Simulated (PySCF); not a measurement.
# C₅H₁₀Si: NMR shifts at several levels of theory, part 2 of 2

PySCF 2.14.0. Atoms count from 0. The steps go on from the part before.

### 6 NMR shieldings: BLYP/pcSseg-1

Job settings and geometry (Å):

```
{"job": {"kind": "nmr", "xc": "BLYP", "basis": "pcSseg-1", "pop": false}, "charge": 0, "multiplicity": 1}
C      0.981918    -0.868687     1.861205
C      0.695652     0.400469     1.542321
C      0.180143     0.884008     0.257325
C     -0.036411     2.202534     0.093019
C     -0.123686    -0.106065    -0.830753
Si    -1.816472    -0.940298    -0.642267
H      1.368497    -1.125475     2.849979
H      0.842201    -1.695483     1.160125
H      0.859176     1.179417     2.295423
H     -0.416325     2.607212    -0.848512
H      0.160583     2.911165     0.901535
H     -0.131794     0.396506    -1.810711
H      0.650396    -0.888856    -0.885972
H     -2.887629     0.101059    -0.633300
H     -1.907916    -1.739370     0.615620
H     -2.043662    -1.855015    -1.804647
```

With the program's defaults for keys left out, this is: GIAO BLYP/pcSseg-1 NMR shielding, non-relativistic, gas phase.

The log of the run:

```text
coarse grid: 13256 points
cycle   1  E = -485.7048217109  dE =  2.452e-01  |g| = 5.819e-01  |ddm| = 3.642e+00
cycle   2  E = -485.5938767486  dE =  1.109e-01  |g| = 8.460e-01  |ddm| = 1.403e+00
cycle   3  E = -485.7961208114  dE = -2.022e-01  |g| = 1.070e-01  |ddm| = 1.008e+00
cycle   4  E = -485.7984369478  dE = -2.316e-03  |g| = 6.842e-02  |ddm| = 1.737e-01
cycle   5  E = -485.7996207967  dE = -1.184e-03  |g| = 2.057e-02  |ddm| = 6.468e-02
cycle   6  E = -485.7997115406  dE = -9.074e-05  |g| = 9.187e-03  |ddm| = 2.458e-02
cycle   7  E = -485.7997311815  dE = -1.964e-05  |g| = 4.228e-03  |ddm| = 1.107e-02
cycle   8  E = -485.7997363886  dE = -5.207e-06  |g| = 3.261e-04  |ddm| = 4.115e-03
final grid: 121688 points
cycle   9  E = -485.8559435175  dE = -3.406e-05  |g| = 8.510e-03  |ddm| = 4.019e-02
cycle  10  E = -485.8559127628  dE =  3.075e-05  |g| = 1.336e-02  |ddm| = 2.111e-02
cycle  11  E = -485.8559607228  dE = -4.796e-05  |g| = 3.099e-03  |ddm| = 1.518e-02
cycle  12  E = -485.8559632286  dE = -2.506e-06  |g| = 5.185e-04  |ddm| = 2.838e-03
cycle  13  E = -485.8559632900  dE = -6.136e-08  |g| = 2.592e-04  |ddm| = 7.524e-04
cycle  14  E = -485.8559633081  dE = -1.813e-08  |g| = 8.578e-05  |ddm| = 2.815e-04
cycle  15  E = -485.8559633100  dE = -1.900e-09  |g| = 2.333e-05  |ddm| = 9.221e-05
cycle  16  E = -485.8559633102  dE = -1.364e-10  |g| = 5.105e-06  |ddm| = 2.735e-05
converged SCF energy = -485.8559633102

GIAO shielding tensors (ppm)
atom      isotropic    diamagn.    paramagn.     s11        s22        s33       span
  0 C       56.549     256.602    -200.053    -45.731     58.855    156.522    202.253
  1 C       29.928     251.687    -221.759    -78.271     39.229    128.826    207.097
  2 C       22.591     257.828    -235.236    -87.987      7.934    147.828    235.815
  3 C       53.536     251.757    -198.221    -39.813     71.123    129.299    169.112
  4 C      158.678     251.950     -93.272    144.336    150.966    180.730     36.394
  5 Si     387.251     880.223    -492.972    343.847    373.174    444.733    100.885
  6 H       26.140      28.430      -2.290     24.484     25.342     28.595      4.111
  7 H       26.165      34.261      -8.097     23.247     25.277     29.971      6.724
  8 H       25.125      31.510      -6.385     23.431     23.758     28.186      4.755
  9 H       26.251      31.580      -5.329     23.270     25.073     30.409      7.139
 10 H       26.294      30.835      -4.541     23.712     25.382     29.787      6.075
 11 H       29.591      32.051      -2.460     25.774     28.637     34.360      8.586
 12 H       29.354      32.875      -3.521     26.048     28.381     33.633      7.585
 13 H       27.646      29.306      -1.660     24.605     26.240     32.094      7.489
 14 H       27.293      29.589      -2.296     23.509     27.135     31.234      7.724
 15 H       27.343      28.784      -1.442     24.629     25.012     32.387      7.758
```

Run time: 28 s. Hardware: 1 thread, shared host.

This run: δ C2 152.7, C1 145.4, C3 121.8, C0 118.8, H8 6.24, H6 5.22 ppm.

### 7 NMR shieldings: BP86/pcSseg-1

Settings changed since step 6:

```diff
@@ -1,2 +1,2 @@
-{"job": {"kind": "nmr", "xc": "BLYP", "basis": "pcSseg-1", "pop": false}, "charge": 0, "multiplicity": 1}
+{"job": {"kind": "nmr", "xc": "BP86", "basis": "pcSseg-1", "pop": false}, "charge": 0, "multiplicity": 1}
 C      0.981918    -0.868687     1.861205
```

Method: GIAO BP86/pcSseg-1 NMR shielding, non-relativistic, gas phase.

The log of the run:

```text
coarse grid: 13256 points
cycle   1  E = -485.8583495997  dE =  2.488e-01  |g| = 5.376e-01  |ddm| = 3.610e+00
cycle   2  E = -485.7738181030  dE =  8.453e-02  |g| = 7.638e-01  |ddm| = 1.242e+00
cycle   3  E = -485.9369785466  dE = -1.632e-01  |g| = 9.883e-02  |ddm| = 8.700e-01
cycle   4  E = -485.9390478476  dE = -2.069e-03  |g| = 5.920e-02  |ddm| = 1.553e-01
cycle   5  E = -485.9399379184  dE = -8.901e-04  |g| = 1.828e-02  |ddm| = 5.689e-02
cycle   6  E = -485.9400123400  dE = -7.442e-05  |g| = 7.635e-03  |ddm| = 2.147e-02
cycle   7  E = -485.9400257892  dE = -1.345e-05  |g| = 3.738e-03  |ddm| = 9.671e-03
cycle   8  E = -485.9400298665  dE = -4.077e-06  |g| = 3.070e-04  |ddm| = 3.650e-03
final grid: 121688 points
cycle   9  E = -485.9896649959  dE = -4.433e-05  |g| = 4.876e-03  |ddm| = 4.243e-02
cycle  10  E = -485.9896548916  dE =  1.010e-05  |g| = 7.562e-03  |ddm| = 1.173e-02
cycle  11  E = -485.9896701875  dE = -1.530e-05  |g| = 1.900e-03  |ddm| = 8.462e-03
cycle  12  E = -485.9896711474  dE = -9.599e-07  |g| = 5.247e-04  |ddm| = 2.020e-03
cycle  13  E = -485.9896712125  dE = -6.511e-08  |g| = 2.320e-04  |ddm| = 6.702e-04
cycle  14  E = -485.9896712280  dE = -1.543e-08  |g| = 5.465e-05  |ddm| = 2.361e-04
cycle  15  E = -485.9896712286  dE = -6.695e-10  |g| = 2.173e-05  |ddm| = 5.971e-05
converged SCF energy = -485.9896712286

GIAO shielding tensors (ppm)
atom      isotropic    diamagn.    paramagn.     s11        s22        s33       span
  0 C       60.452     257.396    -196.944    -40.638     61.023    160.972    201.611
  1 C       35.092     252.783    -217.691    -71.495     42.810    133.961    205.456
  2 C       28.697     258.796    -230.099    -80.050     14.569    151.571    231.622
  3 C       57.154     252.626    -195.471    -35.042     72.486    134.019    169.061
  4 C      163.904     252.609     -88.705    149.770    156.227    185.713     35.943
  5 Si     395.898     880.586    -484.688    353.137    382.179    452.377     99.240
  6 H       25.921      28.431      -2.509     24.277     25.112     28.375      4.098
  7 H       25.957      33.817      -7.860     23.037     25.071     29.763      6.726
  8 H       24.929      31.352      -6.422     23.329     23.584     27.876      4.547
  9 H       26.027      31.364      -5.336     23.030     24.833     30.220      7.190
 10 H       26.081      30.707      -4.626     23.459     25.147     29.637      6.178
 11 H       29.432      31.937      -2.506     25.478     28.341     34.475      8.997
 12 H       29.229      32.605      -3.375     25.791     28.083     33.813      8.022
 13 H       27.447      29.036      -1.589     24.326     26.018     31.997      7.671
 14 H       27.095      29.255      -2.160     23.234     26.921     31.130      7.896
 15 H       27.149      28.547      -1.397     24.373     24.768     32.306      7.932
```

Run time: 30 s. Hardware: 1 thread, shared host.

This run: δ C2 151.0, C1 144.7, C3 122.6, C0 119.3, H8 6.34, H6 5.34 ppm.

### 8 NMR shieldings: OPBE/pcSseg-1

Settings changed since step 7:

```diff
@@ -1,2 +1,2 @@
-{"job": {"kind": "nmr", "xc": "BP86", "basis": "pcSseg-1", "pop": false}, "charge": 0, "multiplicity": 1}
+{"job": {"kind": "nmr", "xc": "OPBE", "basis": "pcSseg-1", "pop": false}, "charge": 0, "multiplicity": 1}
 C      0.981918    -0.868687     1.861205
```

With the program's defaults for keys left out, this is: GIAO OPBE/pcSseg-1 NMR shielding, non-relativistic, gas phase.

The log of the run:

```text
coarse grid: 13256 points
cycle   1  E = -485.7424116000  dE =  2.315e-01  |g| = 4.856e-01  |ddm| = 3.593e+00
cycle   2  E = -485.6829502058  dE =  5.946e-02  |g| = 6.672e-01  |ddm| = 1.247e+00
cycle   3  E = -485.8097543107  dE = -1.268e-01  |g| = 9.375e-02  |ddm| = 8.322e-01
cycle   4  E = -485.8115444121  dE = -1.790e-03  |g| = 5.635e-02  |ddm| = 1.402e-01
cycle   5  E = -485.8123589257  dE = -8.145e-04  |g| = 1.750e-02  |ddm| = 5.527e-02
cycle   6  E = -485.8124280839  dE = -6.916e-05  |g| = 7.036e-03  |ddm| = 2.048e-02
cycle   7  E = -485.8124395396  dE = -1.146e-05  |g| = 3.541e-03  |ddm| = 9.299e-03
cycle   8  E = -485.8124432346  dE = -3.695e-06  |g| = 3.940e-04  |ddm| = 3.676e-03
final grid: 121688 points
cycle   9  E = -485.8298591784  dE = -1.614e-04  |g| = 1.033e-02  |ddm| = 6.007e-02
cycle  10  E = -485.8298283156  dE =  3.086e-05  |g| = 1.388e-02  |ddm| = 2.610e-02
cycle  11  E = -485.8298780249  dE = -4.971e-05  |g| = 4.410e-03  |ddm| = 1.785e-02
cycle  12  E = -485.8298823194  dE = -4.294e-06  |g| = 1.820e-03  |ddm| = 5.177e-03
cycle  13  E = -485.8298831932  dE = -8.738e-07  |g| = 4.886e-04  |ddm| = 1.910e-03
cycle  14  E = -485.8298832627  dE = -6.948e-08  |g| = 1.441e-04  |ddm| = 5.705e-04
cycle  15  E = -485.8298832673  dE = -4.608e-09  |g| = 6.989e-05  |ddm| = 1.684e-04
cycle  16  E = -485.8298832685  dE = -1.279e-09  |g| = 5.759e-06  |ddm| = 6.966e-05
cycle  17  E = -485.8298832686  dE = -6.480e-12  |g| = 1.765e-06  |ddm| = 1.076e-05
converged SCF energy = -485.8298832686

GIAO shielding tensors (ppm)
atom      isotropic    diamagn.    paramagn.     s11        s22        s33       span
  0 C       70.150     256.917    -186.767    -26.875     70.312    167.013    193.888
  1 C       47.339     251.557    -204.218    -54.701     54.845    141.871    196.572
  2 C       42.839     258.854    -216.015    -60.730     31.524    157.723    218.452
  3 C       66.773     251.927    -185.154    -22.414     80.573    142.160    164.574
  4 C      170.592     252.103     -81.511    157.068    163.572    191.137     34.069
  5 Si     418.649     880.787    -462.138    380.024    405.856    470.068     90.045
  6 H       25.805      28.580      -2.775     24.137     24.994     28.285      4.148
  7 H       25.851      33.352      -7.501     22.939     24.906     29.707      6.768
  8 H       24.817      31.606      -6.789     23.179     23.575     27.698      4.518
  9 H       25.917      31.239      -5.321     22.876     24.692     30.184      7.308
 10 H       25.950      30.793      -4.843     23.300     24.956     29.594      6.294
 11 H       29.363      31.928      -2.565     25.278     28.068     34.742      9.464
 12 H       29.162      32.333      -3.171     25.582     27.772     34.132      8.549
 13 H       27.459      28.885      -1.426     24.304     26.011     32.064      7.760
 14 H       27.131      29.050      -1.919     23.281     26.899     31.211      7.930
 15 H       27.176      28.470      -1.294     24.392     24.768     32.369      7.977
```

Run time: 30 s. Hardware: 1 thread, shared host.

In short: δ C2 142.3, C1 137.8, C3 118.4, C0 115.0, H8 6.41, H6 5.42 ppm.

### 9 Side by side: NMR shifts

Shifts (ppm) of some atoms, chosen among heavy atoms and hydrogens apart, means over like atoms, with basis size and wall time:

```
          run     C2     C1     C3     C0   H13   H11    Si5  functions   time
  HF/pcSseg-1  150.8  145.4  123.9  122.7  3.72  1.62  -52.1        159  9.1 s
 LDA/pcSseg-1  157.8  151.6  129.2  125.5  4.21  2.01  -66.7        159   21 s
 PBE/pcSseg-1  150.9  144.6  122.7  119.4  4.04  1.94  -63.0        159   29 s
BLYP/pcSseg-1  152.7  145.4  121.8  118.8  3.93  1.89  -63.8        159   28 s
BP86/pcSseg-1  151.0  144.7  122.6  119.3  4.04  1.94  -62.0        159   30 s
OPBE/pcSseg-1  142.3  137.8  118.4  115.0  3.97  1.97  -58.4        159   30 s
```

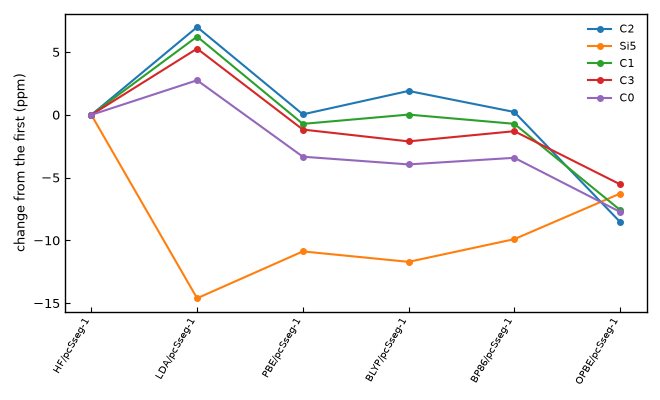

How five of the tabulated atoms move from run to run.

### 10 Summary of results

What follows sums up all 2 parts.

| quantity | value |
| --- | --- |
| point group | C1 |
| rotational constants (main isotopes) | 3.60, 2.07, 1.48 GHz |
| ¹³C shifts against TMS (HF/pcSseg-1) | 150.8, 145.4, 123.9, 122.7, 11.4 ppm |
| ¹H shifts against TMS (HF/pcSseg-1, means over atoms taken as alike) | 6.43, 5.41, 5.34, 5.22, 5.22, 3.72, 1.62 ppm |
| ²⁹Si shifts against TMS (HF/pcSseg-1) | -52.1 ppm |
| range of the shift of C2 | 142.3 to 157.8 ppm |

In words: Single values in the summary come from the first run of each kind that ended normally (HF/pcSseg-1), which need not be the best level. Relaxing lowered the energy by 0.079 eV in 4 steps; the close pair that moved most is Si5–H13, from 1.463 to 1.494 Å. The most deshielded hydrogen is H8 (hydrogen on an alkene CH), at 6.43 ppm: a vinylic proton, deshielded by the sp2 carbon and the C=C anisotropy. At HF/pcSseg-1: The largest span, 267 ppm, is at C2, where the paramagnetic term is -220 ppm. In ppm, C2 moves most: its shift spreads over 15.5 ppm, from 142.3 (OPBE/pcSseg-1) to 157.8 (LDA/pcSseg-1).
